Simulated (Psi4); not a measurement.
# HfH2Cl2O2 (SMILES Cl[Hf](Cl)(O)O), step by step

Wanted: a geometry optimisation (MP2/def2-SVP), then vibrational wavenumbers of HfH2Cl2O2. 

Program for the calculation: Psi4 1.11.

### Step 1. Starting point

The species is HfH2Cl2O2 (7 atoms), meant as a singlet with charge 0. As SMILES, `Cl[Hf](Cl)(O)O`. The coordinates come from a PBE0-D4/def2-TZVP relaxation. This is one conformer, not always the lowest. The run starts from this shape.

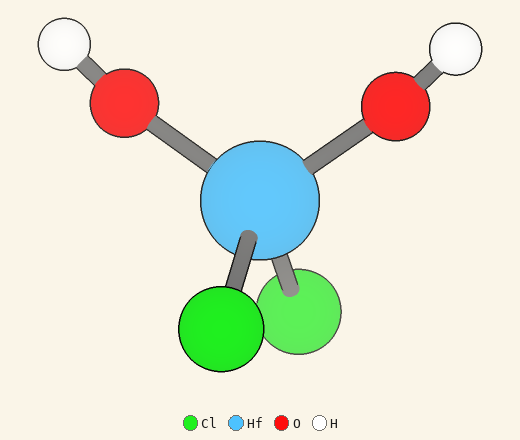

Viewed from a chosen angle; chlorine green, hafnium blue, oxygen red, hydrogen white.

### Step 2. A structure relaxation at MP2/def2-SVP (density fitting, core potential, density fitting for correlation) (run 1)

Contents of job.in:

```
memory 1600 mb

molecule mol {
  0 1
  Cl    -1.456370    -2.174970     0.002810
  Hf     0.098690    -0.403750    -0.023700
  Cl     2.292700    -1.246870    -0.201240
  O     -0.257230     0.704790    -1.520890
  O     -0.055410     0.574120     1.593960
  H     -0.457210     1.368980    -2.172410
  H     -0.165190     1.177700     2.321450
  units angstrom
}

set {
  geom_maxiter    60
  num_frozen_docc 12
}

e_tot, wfn = optimize("mp2/def2-SVP", return_wfn=True)
```

The run is started by

```console
psi4 -i job.in -o job.out -n 1
```

job.out:

```text
[...]
    !!!  WARNING: ECP capability is in beta. Please check occupations closely.  !!!
[...]
  Running in c1 symmetry.
[...]
  Nuclear repulsion =  302.557882688743632
[...]
  Multiplicity = 1
[...]
  Nalpha       = 32
  Nbeta        = 32
[...]
    Number of basis functions: 106
[...]
   @DF-RHF iter   1: -1117.04533810118255   -1.10850e+00   6.75077e-03 DIIS/ADIIS
[...]
    !!!  WARNING: ECP capability is in beta. Please check occupations closely.  !!!
[...]
   @DF-RHF iter  11: -1117.27124411682803   -6.82121e-13   3.43380e-11 DIIS
[...]
  @DF-RHF Final Energy: -1117.27124411682803
   => Energetics <=
    Nuclear Repulsion Energy =            302.0131066719462183
    One-Electron Energy =               -2160.8144960708409599
    Two-Electron Energy =                 741.5301452820665418
    Total Energy =                      -1117.2712441168282567
[...]
 Multipole Moments:
 ------------------------------------------------------------------------------------
     Multipole            Electronic (a.u.)      Nuclear  (a.u.)        Total (a.u.)
 ------------------------------------------------------------------------------------
 L = 1.  Multiply by 2.5417464519 to convert [e a0] to [Debye]
 Dipole X            :         -6.0954269            5.7206694           -0.3747575
 Dipole Y            :         24.9393677          -23.4059384            1.5334293
 Dipole Z            :          1.4477665           -1.3582049            0.0895616
 Magnitude           :                                                    1.5810977
[...]
  -Total Gradient:
     Atom            X                  Y                   Z
    ------   -----------------  -----------------  -----------------
       1        0.000012480955    -0.000003690360    -0.000000907971
       2       -0.000004154470     0.000015728148    -0.000000954858
       3       -0.000009455336    -0.000008937439     0.000000359762
       4        0.000002170576    -0.000007716421    -0.000008347979
       5       -0.000000136101     0.000000369058     0.000005807114
       6       -0.000001300929     0.000004207690     0.000003155006
       7        0.000000395293     0.000000039327     0.000000888927
[...]
    Final optimized geometry and variables:
    Molecular point group: c1
    Full point group: C1
    Geometry (in Angstrom), charge = 0, multiplicity = 1:
    CL          -1.593978054504    -1.584659894572     0.036505861062
    HF          -0.047924208475     0.196082414444     0.011384066624
    CL           2.142494315930    -0.659637583536    -0.166838573324
    O           -0.403773752392     1.301657873984    -1.498184333377
    O           -0.200081754744     1.169091007176     1.641660880032
    H           -0.595780832565     1.921989194045    -2.203530845991
    H           -0.295813163961     1.726198736375     2.416034703930
    Psi4 run time: 0:01:12.51
[...]
```

The script printed:

```text
Optimizer: Optimization complete!
```

Wall time 74 s (1 thread of Intel Xeon Platinum 8259CL at 2.50GHz (Skylake/Cascade Lake), shared host); peak memory 0.4 GiB.

Step by step:

| step | energy from the first frame kept (eV) | largest force (eV/Å) |
| --- | --- | --- |
| 0 | 0.0000 | 0.4254 |
| 1 | -0.0042 | 0.2232 |
| 2 | -0.0061 | 0.0555 |
| 3 | -0.0065 | 0.0425 |
| 4 | -0.0073 | 0.0224 |
| 5 | -0.0074 | 0.0225 |
| 6 | -0.0075 | 0.0008 |

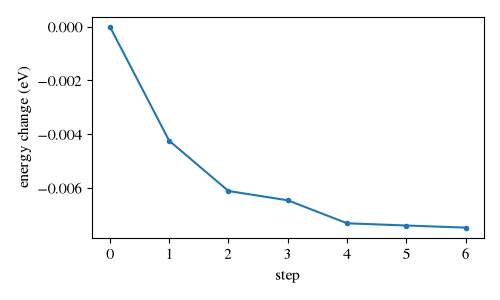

Energy along the run.

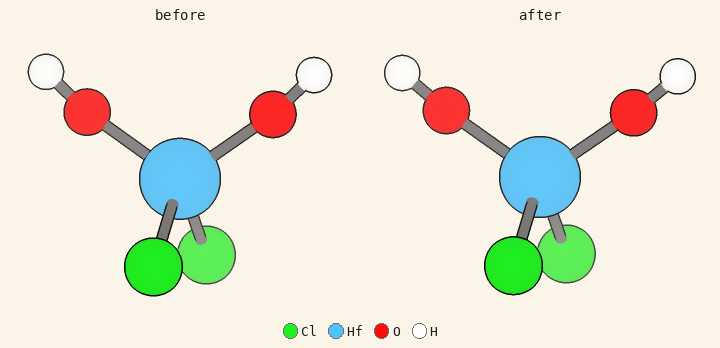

Before and after, at one scale.

After the run. Bond lengths: Cl1–Hf2 2.358 Å, Hf2–Cl3 2.358 Å, Hf2–O4 1.905 Å, Hf2–O5 1.905 Å, O4–H6 0.959 Å, O5–H7 0.959 Å. Angles: Cl1–Hf2–Cl3 109.6°, Cl1–Hf2–O4 108.9°, Cl1–Hf2–O5 108.9°, Cl3–Hf2–O4 108.9°, Cl3–Hf2–O5 108.9°, O4–Hf2–O5 111.5°, Hf2–O4–H6 174.9°, Hf2–O5–H7 175.0°.

### Step 3. The harmonic vibrations at MP2/def2-SVP (density fitting, core potential, density fitting for correlation) (run 2)

Contents of input.in:

```
memory 1600 MB

molecule system {
  0 1
  Cl    -1.448230    -2.180978     0.001687
  Hf     0.097824    -0.400236    -0.023435
  Cl     2.288243    -1.255956    -0.201657
  O     -0.258025     0.705340    -1.533003
  O     -0.054333     0.572773     1.606842
  H     -0.450032     1.325671    -2.238349
  H     -0.150065     1.129881     2.381216
}

set basis def2-SVP
set t 298.15
set num_frozen_docc 12
set rotational_symmetry_number 2

energy_value, wavefunction = frequencies('mp2', return_wfn=True)
print_variables()
```

The run is started by

```console
psi4 -n 1 input.in input.out
```

input.out:

```text
[...]
    !!!  WARNING: ECP capability is in beta. Please check occupations closely.  !!!
[...]
  Running in c1 symmetry.
[...]
  Nuclear repulsion =  302.013089202045762
[...]
  Multiplicity = 1
[...]
  Nalpha       = 32
  Nbeta        = 32
[...]
    Number of basis functions: 106
[...]
   @DF-RHF iter   1: -1117.04294304550581   -1.13798e+00   6.77991e-03 ADIIS/DIIS
[...]
   @DF-RHF iter  16: -1117.27135980853791    2.27374e-13   5.30177e-11 DIIS
[...]
  @DF-RHF Final Energy: -1117.27135980853791
   => Energetics <=
    Nuclear Repulsion Energy =            302.0317564583311309
    One-Electron Energy =               -2160.8462622593233391
    Two-Electron Energy =                 741.5431459924545834
    Total Energy =                      -1117.2713598085376816
[...]
  -Total Gradient:
     Atom            X                  Y                   Z
    ------   -----------------  -----------------  -----------------
       1        0.000010295987    -0.000010124433    -0.000001159582
       2       -0.000016382162     0.000065234361     0.000003072305
       3       -0.000004391647    -0.000013679517    -0.000000079648
       4       -0.000292189597     0.000940986482    -0.001117970030
       5       -0.000159848911     0.000935042562     0.001338041487
       6        0.000298722037    -0.000963975208     0.001123013910
       7        0.000163794283    -0.000953484256    -0.001344918447
[...]
  ==> Harmonic Vibrational Analysis <==
[...]
  Freq [cm^-1]                 98.5213             124.0306            139.0230
[...]
  IR activ [km/mol]             3.6464              4.6596              0.0000
[...]
  Freq [cm^-1]                 148.8094            172.6778            304.1169
[...]
  IR activ [km/mol]             0.3225              0.0100             177.7693
[...]
  Freq [cm^-1]                 358.2773            376.6296            381.0578
[...]
  IR activ [km/mol]             0.0002             225.4123            50.1263
[...]
  Freq [cm^-1]                 388.6435            393.6823            739.7293
[...]
  IR activ [km/mol]            253.3256            302.6871            204.3265
[...]
  Freq [cm^-1]                 753.9726           4014.8394           4018.9019
[...]
  IR activ [km/mol]            124.4441            492.8868            318.5890
[...]
  Total E_0, Enthalpy at 0 [K]                                                        -1118.10243011 [Eh]
[...]
  Total H, Enthalpy at  298.15 [K]                                                    -1118.09305858 [Eh]
[...]
  Total G, Gibbs energy at  298.15 [K]                                                -1118.13672326 [Eh]
[...]
```

Standard output:

```text
Warning: used thermodynamics relations inappropriate for low-frequency modes: ['98.5213' '124.0306' '139.0230' '148.8094' '172.6778' '304.1169'
 '358.2773' '376.6296' '381.0578' '388.6435' '393.6823']
```

It took 6.3 min on 1 thread of Intel Xeon Platinum 8259CL at 2.50GHz (Skylake/Cascade Lake), shared host; peak memory 0.39 GiB.

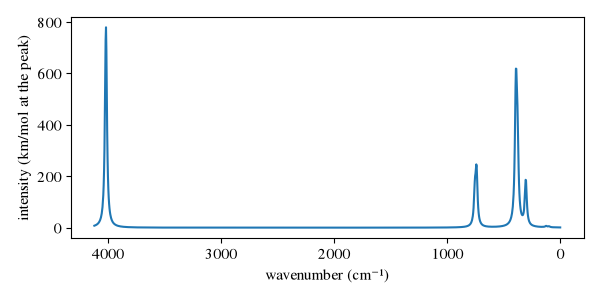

Harmonic infrared spectrum, unscaled, lines broadened by 10 cm⁻¹.

### Step 4. Results

```
                                                                      quantity             value
                                  run 1, MP2/def2-SVP: total energy at the end    -1118.13071 Eh
             run 1, MP2/def2-SVP: correlation energy (12 core orbitals frozen)        -859.5 mEh
                               run 2, MP2/def2-SVP: lowest harmonic wavenumber           99 cm⁻¹
                              run 2, MP2/def2-SVP: highest harmonic wavenumber         4019 cm⁻¹
                                        run 2, MP2/def2-SVP: zero-point energy       74.2 kJ/mol
run 2, MP2/def2-SVP: ideal-gas entropy at 298.15 K (symmetry number 2 as used)  91.9 cal/(mol K)
```

The optimisation (run 1, MP2/def2-SVP) took 7 steps and changed the energy by -0.007 eV. All 15 modes (run 2, MP2/def2-SVP) are real, so the shape is a minimum at this level.
